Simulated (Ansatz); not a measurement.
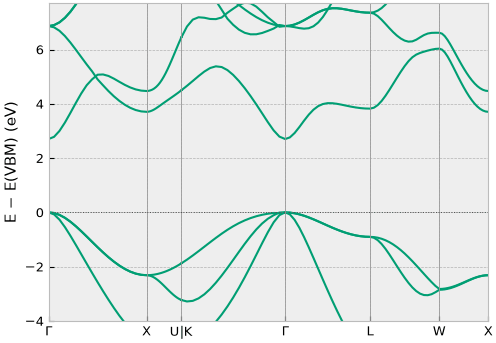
Fig. 1. Band structure from DFT-r²SCAN in the program Ansatz with PAW potentials

Problem. Read off the gap and where the band edges lie.

Solution. About 2.7 eV (2.70 eV by a search for the band edges); maximum at Γ, minimum at Γ.

The material is ZnS (zinc blende, F-43m).

Symmetry was held in the r²SCAN relaxation; phonons on a q-mesh show no instability.

Potentials: the later of the program's two PAW sets.
